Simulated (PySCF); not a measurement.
**Excited-state calculation, with input and output: Al$_{2}$NH$_{2}$F$_{5}$**

Al$_{2}$NH$_{2}$F$_{5}$, SMILES [NH2][Al-]1([F])[F+][Al-]([F])([F])[F+]1, computed with TDDFT CAM-B3LYP/def2-SVPD, vertical, gas phase, core orbitals frozen in the response (PySCF 2.14.0).

The geometry comes from this level: PBE0-D3(BJ)/def2-SVP.

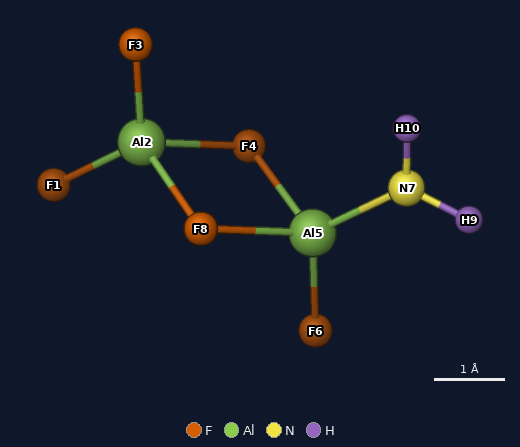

The structure as given in the input (ball-and-stick view, seen at a tilt; atoms are numbered from 1 in the order of the input). Sticks mark near contacts.

The input
```
{"job": {"kind": "uv", "xc": "CAM-B3LYP", "basis": "def2-SVPD", "nstates": 6, "ntriplets": 2, "ip": true}, "charge": 0, "multiplicity": 1}
F      2.573594     0.431659     2.037720
Al     1.348429    -0.432836     1.360223
F      1.015617    -1.994907     1.763652
F      1.267701    -0.244364    -0.427800
Al    -0.313300     0.688170    -0.583079
F      0.053848     2.257027    -0.957200
N     -1.615543    -0.220525    -1.314979
F     -0.182926     0.505095     1.246378
H     -2.239613     0.165012    -2.013405
H     -1.866145    -1.179949    -1.109906
```

The first line tells a small driver script what to run in PySCF; the rest is the geometry in Å.

Run on 1 CPU thread, shared host.

Run as:
```bash
OMP_NUM_THREADS=1 python <driver script> task.json out
```

Log
```
coarse grid: 10984 points
cycle   1  E = -1039.5286669919  dE =  4.062e-01  |g| = 1.102e+00  |ddm| = 4.190e+00
cycle   2  E = -1039.4243732263  dE =  1.043e-01  |g| = 1.431e+00  |ddm| = 2.344e+00
cycle   3  E = -1039.7455778587  dE = -3.212e-01  |g| = 8.106e-02  |ddm| = 1.167e+00
cycle   4  E = -1039.7464071703  dE = -8.293e-04  |g| = 4.523e-02  |ddm| = 1.344e-01
cycle   5  E = -1039.7467526919  dE = -3.455e-04  |g| = 6.343e-03  |ddm| = 4.773e-02
cycle   6  E = -1039.7467618484  dE = -9.156e-06  |g| = 9.283e-04  |ddm| = 8.518e-03
final grid: 103536 points
cycle   7  E = -1039.8719011370  dE = -2.543e-05  |g| = 4.388e-03  |ddm| = 3.324e-02
cycle   8  E = -1039.8718995483  dE =  1.589e-06  |g| = 5.490e-03  |ddm| = 8.559e-03
cycle   9  E = -1039.8719046131  dE = -5.065e-06  |g| = 2.248e-04  |ddm| = 4.131e-03
cycle  10  E = -1039.8719046244  dE = -1.134e-08  |g| = 1.255e-04  |ddm| = 4.067e-04
cycle  11  E = -1039.8719046270  dE = -2.638e-09  |g| = 5.338e-05  |ddm| = 1.546e-04
cycle  12  E = -1039.8719046276  dE = -5.830e-10  |g| = 3.270e-06  |ddm| = 6.187e-05
```

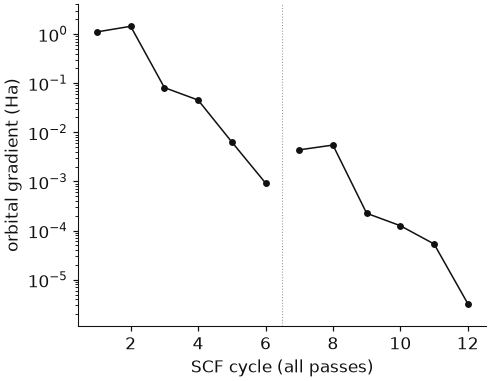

Convergence of the self-consistent field: orbital gradient against the SCF cycle. The dotted line marks the change from a coarse to the final integration grid. The first 6 cycles use a coarse grid, the final grid takes over at cycle 7, and the field converges after 12 cycles in all.

```
converged SCF energy = -1039.8719046276

Static polarisability (au): isotropic 47.833, principal 43.362 47.590 52.546

Singlet excitations
state   eV       nm        f      main configurations
  1   6.1922    200.2   0.06158   H->L 0.76, H->L+1 0.19
  2   7.5777    163.6   0.00769   H->L+1 0.65, H->L 0.16, H->L+4 0.11
  3   7.9650    155.7   0.00030   H->L+3 0.82
  4   8.4814    146.2   0.00000   H->L+6 0.37, H->L+10 0.17, H->L+11 0.17
  5   8.6052    144.1   0.06526   H->L+2 0.71, H->L+5 0.24
  6   9.1048    136.2   0.00491   H->L+4 0.47, H->L+11 0.14, H->L+1 0.10

Triplet excitations (Tamm-Dancoff, eV): 5.7634 7.4947
Vertical ionisation energy (delta-SCF) = 10.9118 eV
Vertical electron affinity (delta-SCF) = -0.2024 eV
```

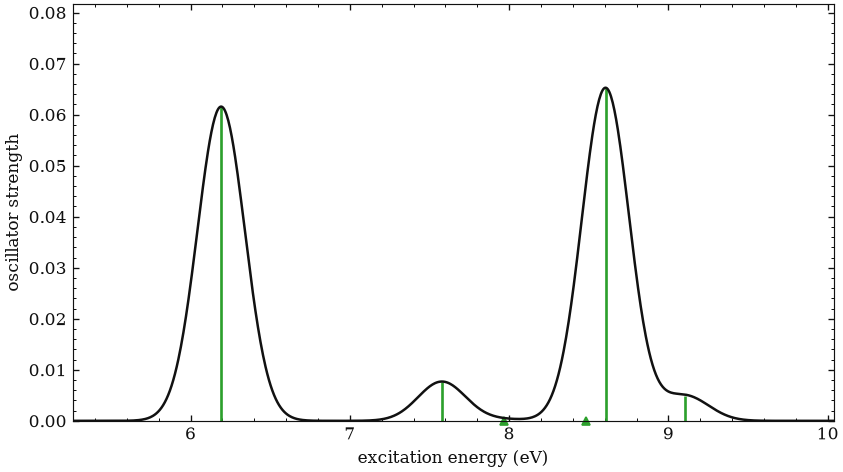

Computed excitations as sticks (degenerate states added up, dark ones marked on the axis), with a Gaussian envelope of 0.35 eV full width at half maximum, scaled to the tallest. Of the 6 states the lowest lies at 6.19 eV (f = 0.062); the strongest line is at 8.61 eV, or 144 nm (f = 0.065).

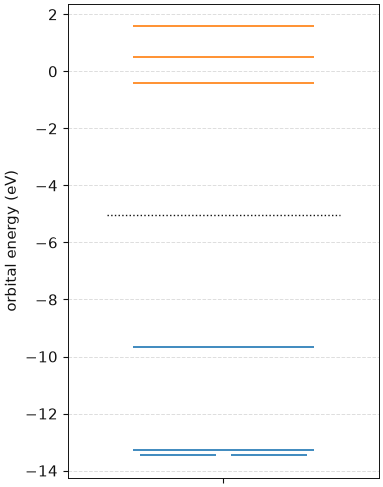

Orbital energies near the frontier; the dotted line parts filled from empty levels, and levels within 0.02 eV of each other stand side by side. Highest filled −9.67 eV, lowest empty −0.41 eV, 9.26 eV apart.

Results in brief

- outcome: converged
- total energy: −1039.871905 hartree
- HOMO: −9.67 eV
- LUMO: −0.41 eV
- dipole moment: 2.87 D
- mean polarisability: 47.83 a.u.
- vertical ionisation energy: 10.91 eV
- vertical electron affinity: −0.20 eV
- lowest singlet excitation: 6.19 eV
- wall time: 73 s
- peak memory: 1 GiB
